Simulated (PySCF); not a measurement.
**WN₂: frequency calculation**

The run: frequency calculation of WN₂. Method and program: RKS-based PBE0, W def2-TZVP with ECP60, N def2-TZVP; non-relativistic Hamiltonian with a scalar-relativistic core potential; density fitting (PySCF 2.14.0).

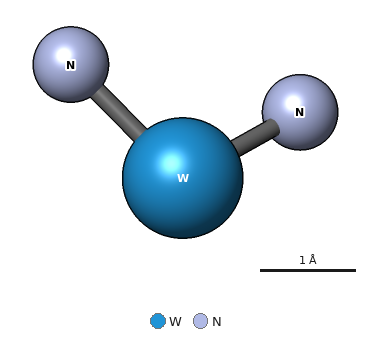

Figure 1. The structure as given in the input (ball-and-stick view, seen at a tilt). Sticks mark near contacts. Bond lengths as drawn: N–W 1.68 to 1.72 Å.

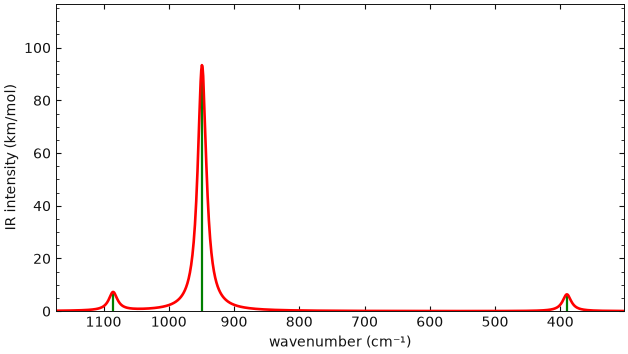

Figure 2. Harmonic infrared spectrum, unscaled: sticks (degenerate modes added up, dark ones marked on the axis) with a Lorentzian envelope of 16 cm⁻¹ full width, scaled to the tallest stick. 3 modes from 390 to 1085 cm⁻¹, none imaginary. The strongest line is at 949 cm⁻¹ (93 km/mol). All modes, in cm⁻¹ (km/mol): 390 (6.4), 949 (93), 1085 (7.0).

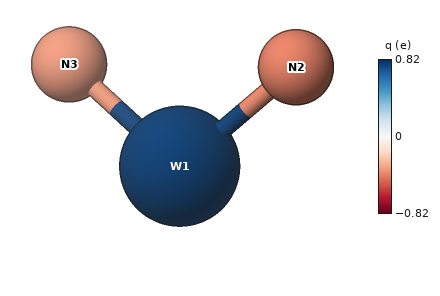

Figure 3. Mulliken charges, as the colour of each atom (ball-and-stick view, seen at a tilt; atoms are numbered from 1 in the order of the input). By element: W +0.78 and N −0.41 to −0.37 e.

These pictures come from the run below.

**Input**
```python
from pyscf import gto, scf, dft
mol = gto.M(atom='''
W     -0.001464     0.000000    -0.140385
N      1.332681    -0.000000     0.940202
N     -1.313446    -0.000000     0.903961''',
    basis={'W': 'def2-TZVP', 'N': 'def2-TZVP'},
    ecp={'W': 'def2-TZVP'},
    charge=0, spin=0)
mf = dft.RKS(mol, xc='PBE0')
mf.grids.atom_grid = (75, 302)
aux = {'W': 'def2-universal-JKFIT', 'N': 'def2-universal-JKFIT'}
mf = mf.density_fit(auxbasis=aux)
mf.conv_tol = 1e-09
mf.diis_space = 10
mf.max_cycle = 60
mf.verbose = 4
mf.kernel()
```

The script is an equivalent of the set-up of the self-consistent field. The run itself was carried out by a driver, which started from the orbitals of the step before it where there was one and computed the further properties.

Run as:
```bash
OMP_NUM_THREADS=2 python axn.py task.json out
```

**What the program printed**
```
init E= -176.342981754488
  HOMO = -0.220958391567951  LUMO = -0.163310958923798  gap/eV = 1.56867
cycle= 1 E= -176.342981754233  delta_E= 2.56e-10  |g|= 3.49e-05  |ddm|= 2.35e-05
  HOMO = -0.220960246950202  LUMO = -0.163310810038926  gap/eV = 1.56872
cycle= 2 E= -176.342981750335  delta_E= 3.9e-09  |g|= 0.000136  |ddm|= 9.05e-05
  HOMO = -0.220959450112035  LUMO = -0.163310911832127  gap/eV = 1.56870
cycle= 3 E= -176.342981754428  delta_E= -4.09e-09  |g|= 1.95e-05  |ddm|= 7.62e-05
  HOMO = -0.220959051244456  LUMO = -0.163311075696711  gap/eV = 1.56868
cycle= 4 E= -176.342981754509  delta_E= -8.01e-11  |g|= 8.95e-07  |ddm|= 1.51e-05
  HOMO = -0.220959033898461  LUMO = -0.163310934690875  gap/eV = 1.56868
Extra cycle  E= -176.342981754504  delta_E= 4.49e-12  |g|= 4.23e-06  |ddm|= 2.71e-06
converged SCF energy = -176.342981754504
```

**Key numbers**

| quantity | value |
| --- | --- |
| outcome | converged |
| total energy | −176.342982 hartree |
| HOMO | −6.01 eV |
| LUMO | −4.44 eV |
| zero-point energy | 0.005523 hartree |
| dipole moment | 5.86 D |
| wavenumbers, lowest and highest | 390 and 1085 cm⁻¹ |
| hardware | 2 threads of Arm Neoverse N1, 60 GiB of memory available, shared host |
| wall time | 63 s (CPU time 1.9 min) |
| peak memory | 0.91 GiB |
